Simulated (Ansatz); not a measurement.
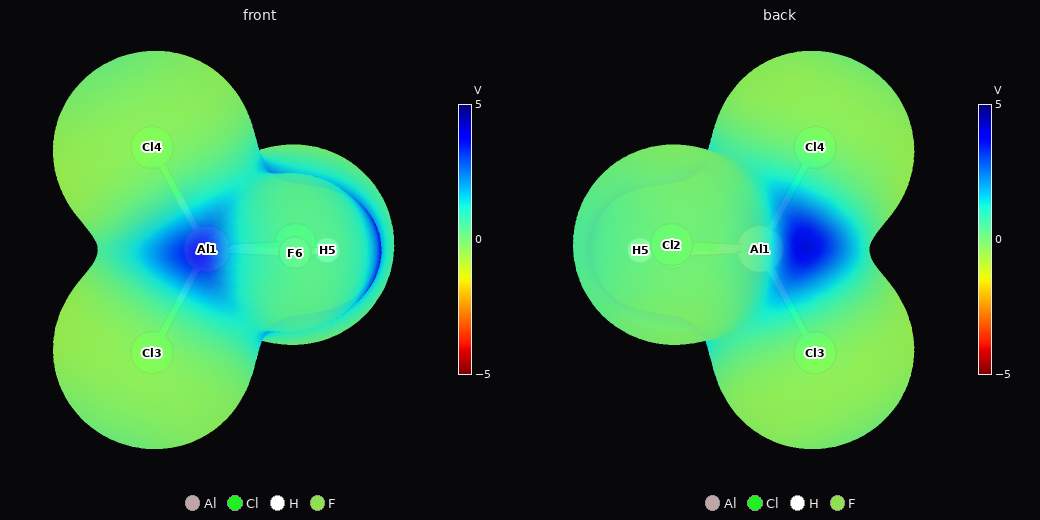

Figure 1: AlCl3FH. The molecular electrostatic potential painted on the density surface at 0.004 e/bohr³, seen from the front and from behind; red is negative and blue positive.

Level of theory: RKS PBE-D4/def2-SVP in Ansatz.

```xyz
6

Al   -0.3390   -0.2056   -0.4057
Cl    1.1406    1.3673   -0.7489
Cl    0.1686   -2.1212   -1.0973
Cl   -2.3403    0.4155   -0.2874
H     0.9908    0.6274    1.1029
F     0.3793   -0.0834    1.4362
```

### Describe the electrostatic potential map.

The most negative region (about −0.5 V) lies over Cl3 and Cl4, the most positive (about +4.0 V) over Al1 and H5.
